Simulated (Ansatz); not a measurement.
```xyz
5

Nb    1.2002    1.5071    0.3106
Nb    1.2063   -0.7818   -0.5749
Nb   -0.9963    0.9869   -0.6556
Nb   -0.2567   -0.2511    1.5058
Nb   -1.1534   -1.4611   -0.5858
```

Geometry: PBE0-D4/def2-SVP; ⟨S²⟩ = 0.86, above the pure value of 0.75; core potentials replace the inner electrons of Nb.

Computed with Ansatz, UKS PBE0-D4/def2-TZVP.

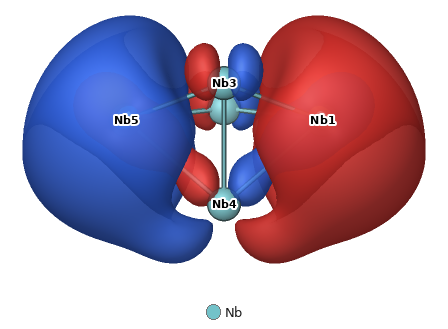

Nb₅ (doublet). One frontier orbital at ±0.05 Å⁻³ᐟ² (blue and red are the two phases), seen from one side.

Q: Which orbital is it: HOMO (α) or LUMO (α)?

A: The HOMO (α), at −4.08 eV. Its weight (Hirshfeld) is mainly on Nb1 (about 35 %), Nb5 (about 35 %), Nb2 (about 10 %), Nb3 (about 10 %) and Nb4 (about 10 %).
